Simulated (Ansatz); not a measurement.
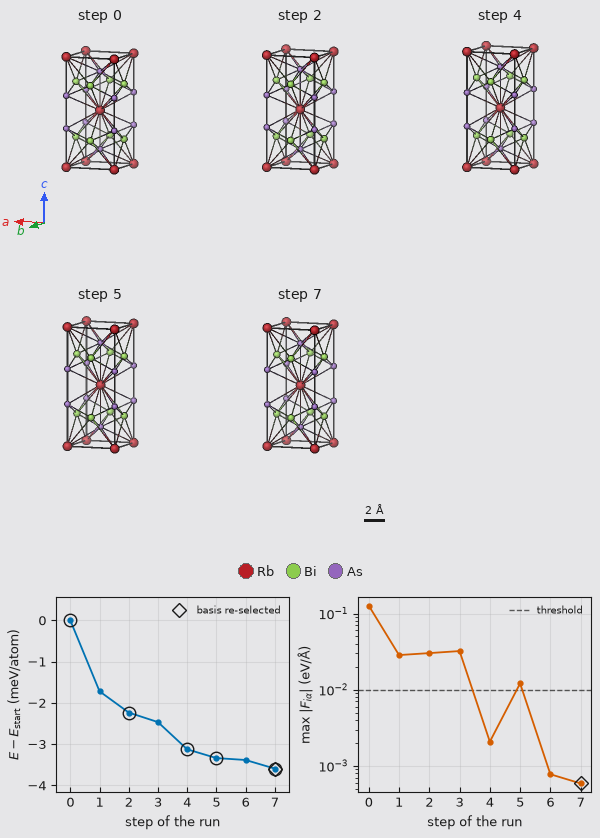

Frames of a relaxation of a crystal of RbBi2As2 (built on the ThCr2Si2 type), marked on the history of the run. A ball-and-stick model of the conventional cell (2 times the calculation's cell), seen from a free direction. Lengths and directions refer to the drawn axes.

Case: ThCr2Si2 type (I4/mmm, No. 139).

All numbers below come from Ansatz, DFT PBE, scalar-relativistic, plane waves, PAW. Set-up: plane-wave cutoff 420 eV; k-point mesh 10 × 10 × 10; occupations gaussian; smearing width 0.1 eV; no spin polarisation; cell and atoms relaxed; force threshold 0.01 eV/Å; at most 80 steps.

**What happens along the run?**

The largest moves relative to the cell, 0.019 Å, are those of As atoms. Rb and Bi stay in place. Cell: a = b 5.438 → 5.351 Å (−1.6 %), c 11.681 → 12.519 Å (+7.2 %). Volume +3.8 %. Among the contacts that change: As–Rb 4.109 → 4.422 Å, Bi–Rb 3.990 → 4.117 Å, As–Rb 4.217 → 4.206 Å, As–Bi 2.967 → 2.971 Å. Bond angles that change, for instance: Bi–As–Bi 132.8° → 128.4°. The space group stays I4/mmm (No. 139). After 6 accepted moves (7 points after the start) the energy has fallen by 3.6 meV per atom. The largest force component goes from 0.13 to 0.00059 eV/Å. Pressure: 0.17 GPa at the start and 0.00 GPa at the end. At 1 point the geometry stayed and the basis and grid were re-selected for the new cell (energy shift of 0.2 meV per atom at most each time). From step 0 to 2: As atoms move most (0.06 Å), energy −2.2 meV per atom. From step 2 to 4: As atoms move most (0.03 Å), volume +2.3 %, energy −0.9 meV per atom. From step 4 to 5: As atoms move most (0.02 Å), volume +1.8 %, energy −0.2 meV per atom. From step 5 to 7: volume −0.4 %, energy −0.3 meV per atom.

| step | E − E(0), meV/atom | largest force component, eV/Å | pressure, GPa | volume, Å³/atom | note |
| --- | --- | --- | --- | --- | --- |
| 0 | 0.00 | 0.1271 | 0.17 | 34.542 |  |
| 1 | -1.72 | 0.0285 | 0.02 | 34.595 |  |
| 2 | -2.23 | 0.0302 | 0.10 | 34.563 |  |
| 3 | -2.46 | 0.0322 | 0.01 | 34.757 |  |
| 4 | -3.12 | 0.0021 | -0.02 | 35.357 |  |
| 5 | -3.34 | 0.0121 | 0.02 | 35.998 |  |
| 6 | -3.38 | 0.0008 | -0.01 | 35.843 |  |
| 7 | -3.59 | 0.0006 | 0.00 | 35.843 | same geometry, new basis |
